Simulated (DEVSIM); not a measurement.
System: Cr/Al2O3/n-Ge capacitor, at 300 K.

| layer (left to right) | material | thickness (nm) | Nd (cm⁻³) |
|---|---|---|---|
| 1 | Al2O3 | 6.70 | - |
| 2 | Ge | 960 | 3.8e17 |

Metal gate on the left, work function 4.5 eV. Fixed charge at the semiconductor interface 0 cm⁻² (in units of +e); no interface traps.

Constants are typed, rounded textbook-type inputs, not results; the design itself was drawn at random and stands for no fabricated device. Values at 300 K.

| parameter | Al2O3 | Ge |
|---|---|---|
| gap (eV) | 6.8 | 0.664 |
| affinity (eV) | 1.35 | 4 |
| permittivity | 9 | 16 |
| Nc (cm⁻³) | - | 1.04e19 |
| Nv (cm⁻³) | - | 6e18 |

Model (solved in DEVSIM): 1D Poisson equation in equilibrium, Boltzmann statistics, complete ionisation; no quantum confinement or tunnelling. Metal contacts follow the ideal Schottky-Mott rule: no Fermi-level pinning, no interface dipoles.

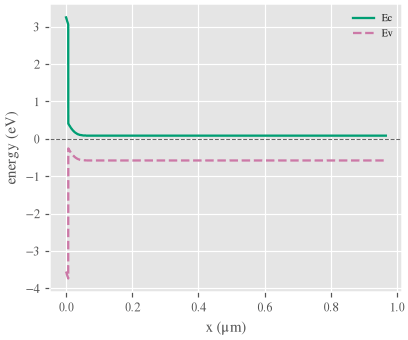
Figure. Band edges at -0.1 V on the gate

Energies count from the Fermi level of the right contact; mesh points crowd at the junctions.

| x (μm) | Ec (eV) | Ev (eV) | n (cm⁻³) | p (cm⁻³) | field (V/cm) |
|---|---|---|---|---|---|
| 0.000 | 3.250 | -3.550 | < 1e2 | < 1e2 | -280000 |
| 0.0009928 | 3.222 | -3.578 | < 1e2 | < 1e2 | -280000 |
| 0.002437 | 3.181 | -3.619 | < 1e2 | < 1e2 | -280000 |
| 0.004454 | 3.123 | -3.677 | < 1e2 | < 1e2 | -280000 |
| 0.006263 | 3.072 | -3.728 | < 1e2 | < 1e2 | -280000 |
| 0.007114 | 0.403 | -0.261 | 1.8e12 | 2.5e14 | -160000 |
| 0.008638 | 0.379 | -0.285 | 4.4e12 | 9.9e13 | -150000 |
| 0.01301 | 0.317 | -0.347 | 4.9e13 | 8.9e12 | -130000 |
| 0.02023 | 0.232 | -0.432 | 1.3e15 | 3.3e11 | -100000 |
| 0.03443 | 0.130 | -0.534 | 6.9e16 | 6.3e9 | -44000 |
| 0.06236 | 0.087 | -0.577 | 3.6e17 | 1.2e9 | -2000 |
| 0.1424 | 0.086 | -0.578 | 3.8e17 | 1.2e9 | ≈ 0 |
| 0.2748 | 0.086 | -0.578 | 3.8e17 | 1.2e9 | ≈ 0 |
| 0.5027 | 0.086 | -0.578 | 3.8e17 | 1.2e9 | ≈ 0 |
| 0.7812 | 0.086 | -0.578 | 3.8e17 | 1.2e9 | ≈ 0 |
| 0.8697 | 0.086 | -0.578 | 3.8e17 | 1.2e9 | ≈ 0 |
| 0.9179 | 0.086 | -0.578 | 3.8e17 | 1.2e9 | ≈ 0 |
| 0.9425 | 0.086 | -0.578 | 3.8e17 | 1.2e9 | ≈ 0 |
| 0.9573 | 0.086 | -0.578 | 3.8e17 | 1.2e9 | ≈ 0 |
| 0.9625 | 0.086 | -0.578 | 3.8e17 | 1.2e9 | ≈ 0 |
| 0.9651 | 0.086 | -0.578 | 3.8e17 | 1.2e9 | ≈ 0 |
| 0.9667 | 0.086 | -0.578 | 3.8e17 | 1.2e9 | ≈ 0 |
